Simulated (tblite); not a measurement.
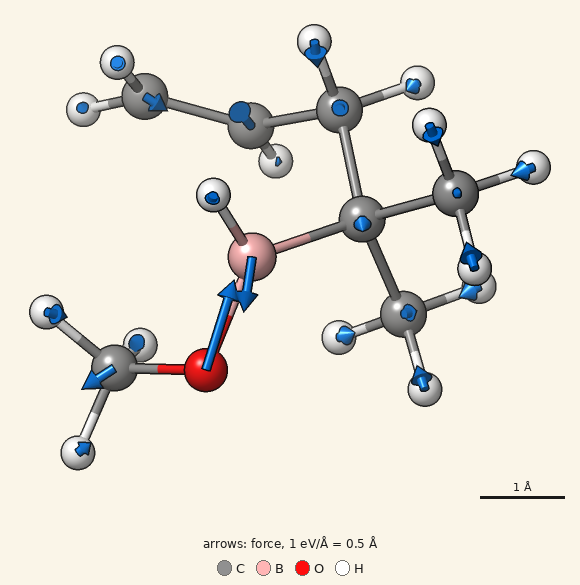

Starting geometry of C7H15BO with the computed forces as blue arrows. The picture is a ball-and-stick view, seen at a tilt.

The calculation used GFN2-xTB geometry optimisation, gas phase in tblite 0.8.0. 

What follows when this structure is relaxed?

It isn't relaxed: the largest force vector, on the O atom, is 2.30 eV/Å. The final displacements have little in common with the starting forces (cosine between the two patterns 0.20). The energy falls by 106.7 kJ/mol in 110 geometry steps. The largest move after the best rigid fit is that of an H atom, 1.39 Å. Largest moves by element: H 1.39 Å, O 0.93 Å, C 0.48 Å, B 0.36 Å. Near-neighbour distances that change, for instance: B–O 1.467 → 1.324 Å, C–C 1.524 → 1.494 Å, C–C 1.559 → 1.535 Å, C–H 1.116 → 1.092 Å. Among the angles between lasting bonds that change: B–O–C 108.8° → 125.1°, C–C–B 107.3° → 111.3°, C–B–O 121.8° → 118.0°. Groups turn about B–O by about 80°, C–O by about 55°.
